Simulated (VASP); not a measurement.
Band structure of Ag₂Ir₂ (ordered alloy cell). Method: PBEsol GGA, VASP's PBE PAW potentials (set 64) (plane waves; VASP).

Unless said otherwise, spin-orbit coupling is left out, though it shifts the bands of the heavy elements here.

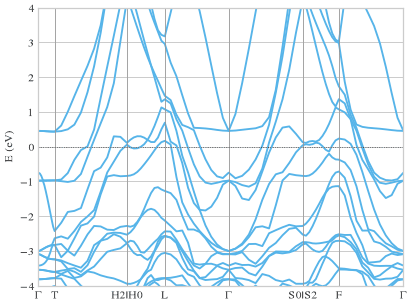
Figure: Bands along high-symmetry lines, zero at the valence-band maximum or, without a gap, the Fermi level

Problem. Read the plot: is there a gap, and where are the band edges?

Solution. It has no gap at this level: it comes out as a metal or semimetal. (Edges off the drawn lines would not show.)

The structure was generated: Ag2Ir2 was put into an ordered model structure (R-3m), which need not be its known phase. It was relaxed first.
